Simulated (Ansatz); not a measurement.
# B2NH2OF (SMILES OB1NB1F) at HF/def2-SVP

Aim: the vertical ionisation energy of B2NH2OF at HF/def2-SVP, from 2 runs. 

The calculation is run with Ansatz 0.2.0.

127 further runs of the same task are left out: 127 set aside as unsound or not needed.

## (1) The system as given

The species is B2NH2OF (7 atoms), meant as a singlet with charge 0. As SMILES, `OB1NB1F`. Geometry: relaxed at PBE0-D4/def2-TZVP. This is one conformer, not always the lowest.

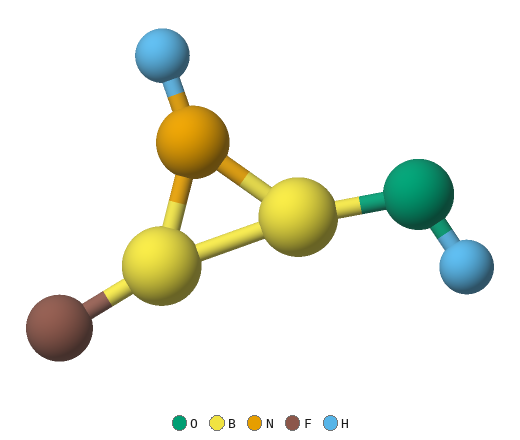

The structure, seen from a chosen angle (oxygen teal, boron yellow, nitrogen amber, fluorine brown, hydrogen blue).

## (2) A single-point energy at HF/def2-SVP

Contents of run.yaml:

```yaml
crystal:
  periodic: [false, false, false]
  atoms:
    - symbol: O
      position_ang: [-1.276700, 0.176400, 1.308100]
    - symbol: B
      position_ang: [-0.379000, 0.150200, 0.304200]
    - symbol: "N"
      position_ang: [0.632200, -0.768200, -0.094800]
    - symbol: B
      position_ang: [0.587000, 0.339700, -0.954100]
    - symbol: F
      position_ang: [1.250000, 0.724100, -2.025300]
    - symbol: H
      position_ang: [-1.829400, 0.960200, 1.293400]
    - symbol: H
      position_ang: [1.077200, -1.650400, 0.122900]
basis:
  gaussian: {orbitals: def2-SVP}
hamiltonian: {xc: hf}
output: {orbitals: {seedname: orbitals}}
accuracy: high
```

Launch:

```
$ ansatz run run.yaml --threads 1 --pin off --max-ram 3480MiB --events-out events.jsonl --progress --plain --runs-dir runs
```

The log of the run:

```text
Warning: RAYON_NUM_THREADS=1 ignored (pool sized by the plan → 1); use --threads N
Functional definition: HF
  name "HF"
  exchange = exact_x
  correlation = 0
1780 factors; integrals over basis functions are off by at most 3.2e-9 eV
mean field evaluation 1: about -7593.3018 eV, gradient 4.1e1 eV
mean field evaluation 2: about -7593.4212 eV, gradient 4.1e1 eV
mean field evaluation 4: about -7597.0508 eV, gradient 3.4e0 eV
mean field evaluation 8: about -7597.1083 eV, gradient 2.1e-1 eV
mean field evaluation 16: about -7597.1085 eV, gradient 1.6e-8 eV
mean field -7597.10854075 eV, -279.1885893675 hartree, gradient 1.6e-8 eV, S^2 0.000000; 0 other end points of the search recorded, 0 dependent functions left out
reference -7597.10854075 eV, -279.1885893675 hartree; 18, 18 occupied and 62, 62 virtual orbitals, 1780 factors
Total energy: -7597.10854075 eV, -279.1885893675 hartree
```

It took 1.6 s on 1 thread of Arm Neoverse V2, shared host; peak memory 0.19 GiB.

## (3) The doublet cation, same level

Contents of job.yaml:

```yaml
crystal:
  periodic: [false, false, false]
  atoms:
    - {symbol: O, position_ang: [-1.276700, 0.176400, 1.308100]}
    - {symbol: B, position_ang: [-0.379000, 0.150200, 0.304200]}
    - {symbol: N, position_ang: [0.632200, -0.768200, -0.094800]}
    - {symbol: B, position_ang: [0.587000, 0.339700, -0.954100]}
    - {symbol: F, position_ang: [1.250000, 0.724100, -2.025300]}
    - {symbol: H, position_ang: [-1.829400, 0.960200, 1.293400]}
    - {symbol: H, position_ang: [1.077200, -1.650400, 0.122900]}
basis:
  gaussian: {orbitals: def2-SVP}
hamiltonian: {xc: hf}
accuracy: high
total_charge: 1
magnetization: {spin_polarized: true, initial_magnetization: 1}
output: {orbitals: {seedname: orbitals}}
```

Launch:

```
$ ansatz run job.yaml --threads 1 --pin off --max-ram 3480MiB --events-out events.jsonl --progress --plain --runs-dir runs
```

The log of the run:

```text
Warning: RAYON_NUM_THREADS=1 ignored (pool sized by the plan → 1); use --threads N
[... 4 set-up lines as earlier in the session ...]
1778 factors; integrals over basis functions are off by at most 3.4e-9 eV
mean field evaluation 1: about -7580.9504 eV, gradient 4.2e1 eV
mean field evaluation 2: about -7581.0821 eV, gradient 4.2e1 eV
mean field evaluation 4: about -7587.7583 eV, gradient 3.3e0 eV
mean field evaluation 8: about -7587.9012 eV, gradient 3.6e-1 eV
mean field evaluation 16: about -7587.9059 eV, gradient 1.8e-6 eV
mean field evaluation 32: about -7586.4417 eV, gradient 3.9e0 eV
mean field -7587.90591489 eV, -278.8503991048 hartree, gradient 4.3e-8 eV, S^2 0.759291; 0 other end points of the search recorded, 0 dependent functions left out
reference -7587.90591489 eV, -278.8503991048 hartree; 18, 17 occupied and 62, 63 virtual orbitals, 1778 factors
Total energy: -7587.90591489 eV, -278.8503991048 hartree
```

Run time: 3 s. Hardware: 1 thread of Arm Neoverse V2, shared host; peak memory 0.23 GiB.

## (4) Summary of results

Level: HF/def2-SVP.

| quantity | value |
| --- | --- |
| singlet B2NH2OF: total energy | -279.18859 Eh |
| singlet B2NH2OF: HOMO energy | -10.45 eV |
| singlet B2NH2OF: LUMO energy | 4.25 eV |
| singlet B2NH2OF: HOMO–LUMO gap | 14.70 eV |
| doublet cation: total energy | -278.85040 Eh |
| doublet cation: HOMO energy (highest over α and β) | -19.66 eV |
| doublet cation: LUMO energy (lowest over α and β) | -8.03 eV |
| doublet cation: ⟨S²⟩ | 0.759 |
| vertical ionisation energy (to the doublet cation) | 9.203 eV |

What this shows: Removing an electron at fixed nuclei costs 9.20 eV (888 kJ/mol). The negative HOMO energy of the first species, 10.45 eV, lies 1.25 eV above that difference.
